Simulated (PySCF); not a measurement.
# Accurate constants of SiF+, step by step

Aim: bond length, wavenumber and bond energy of SiF+ near the limit of CCSD(T), built from two basis sets and any small corrections listed.

The runs use PySCF 2.14.0; CCSD(T) on RHF, no relativity in the base curves; scalar relativity is added as a correction.

2 further runs of the same task are left out: 2 set aside as unsound or not needed.

### 1 The job

```yaml
molecule: SiF+
state: singlet, unpaired electrons none
smaller_basis: Si cc-pV(T+d)Z, F cc-pVTZ
larger_basis: Si cc-pV(Q+d)Z, F cc-pVQZ
frozen_core_orbitals: 6
extrapolation: correlation as n⁻³ (n = 3, 4), Hartree–Fock as (n+1)·exp(−9√n)
corrections: core–valence correlation, scalar relativity
distances_Å: 1.3587, 1.4205, 1.4823, 1.5440, 1.6058, 1.6830, 1.7602
masses_u: 27.9769, 18.9984
dissociation_limit: Si+ + F
```

Launch:

```
> OMP_NUM_THREADS=4 python comp.py task.json out
```

### 2 The runs

The logs of the single runs were not kept.

Parts of the energy along the bond, in eV from Si+ + F:

```
 R (Å)  HF/CBS  CCSD corr.      (T)  core–valence  relativity   total
1.3587  -4.169      -1.640  -0.1338       -0.0521      0.0074  -5.988
1.4205  -4.729      -1.704  -0.1494       -0.0345      0.0099  -6.607
1.4823  -4.955      -1.765  -0.1659       -0.0212      0.0112  -6.896
1.5440  -4.946      -1.822  -0.1829       -0.0112      0.0117  -6.951
1.6058  -4.774      -1.876  -0.2006       -0.0037      0.0115  -6.843
1.6830  -4.408      -1.937  -0.2232        0.0030      0.0108  -6.555
1.7602  -3.938      -1.992  -0.2462        0.0076      0.0098  -6.159
```

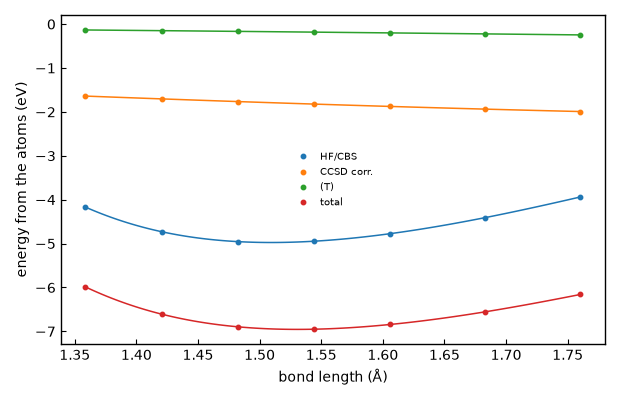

Mean field, correlation, triples and their sum against distance.

The whole job (state search and all levels along the bond) took 6.2 min on 4 threads of Arm Neoverse N1 (shared host), peak memory 3.2 GiB.

### 3 Results

```
               level  Re (Å)  ωe (cm⁻¹)  ωexe (cm⁻¹)  αe (cm⁻¹)  De (eV)
CCSD(T)/cc-pVTZ(-PP)  1.5368     1039.7         4.75    0.00458    6.717
CCSD(T)/cc-pVQZ(-PP)  1.5344     1047.9         4.86    0.00457    6.876
              HF/CBS  1.5094     1117.1         5.00    0.00453    4.975
             MP2/CBS  1.5371     1041.4         4.74    0.00453    7.299
            CCSD/CBS  1.5280     1068.3         4.81    0.00450    6.774
         CCSD(T)/CBS  1.5340     1048.1         4.87    0.00458    6.953
      CCSD(T)/CBS+CV  1.5308     1050.0         4.89    0.00461    6.966
   CCSD(T)/CBS+CV+SR  1.5307     1048.4         4.88    0.00461    6.955
```

What this shows: The last step gives Re = 1.5307 Å, ωe = 1048.4 cm⁻¹ and De = 6.955 eV; the smaller basis alone is off from it by +6.1 mÅ and -0.24 eV. Near the minimum the mean field binds by 4.95 eV and correlation adds 2.00 eV of binding. T1 is 0.017. Spin–orbit coupling and excitations beyond (T) are left out.
